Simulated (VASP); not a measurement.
Band structure of Ag2O (cuprite). These are PBE GGA with D4 dispersion, VASP's PBE PAW potentials (set 64) (plane waves; VASP) values and carry that method's errors.

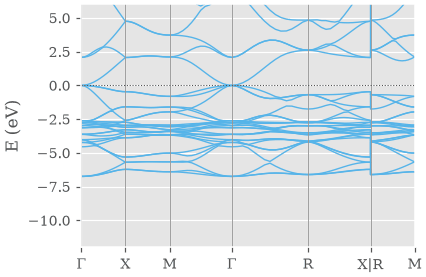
Figure. Bands along high-symmetry lines, zero at the valence-band maximum or, without a gap, the Fermi level

Question: Read the plot: is there a gap, and where are the band edges?

Answer: The gap is direct, 0.01 eV, from the valence maximum at Γ to the conduction minimum at Γ. (Edges off the drawn lines would not show.)

The compound is Ag2O in the cuprite structure. It was relaxed first.
